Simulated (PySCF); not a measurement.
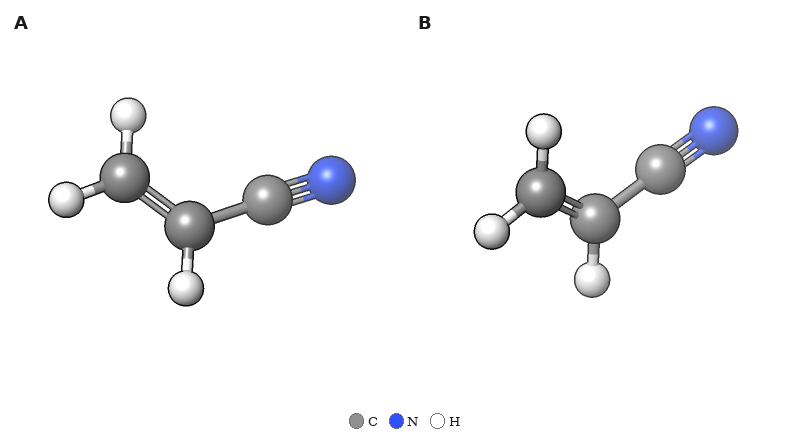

Depth is shown by fading: the farther an atom, the more it takes the colour of the background. The computed structure is the end point of a PBE0-D3(BJ)/def2-TZVP optimisation. No frequency run is at hand to confirm it as a minimum.

Q: Are A and B the same structure? If not, how do they differ?

A: Yes. They are the same structure, C3H3N (C=CC#N), seen from two directions. With point group Cs it is achiral, so its mirror image would be the same too.
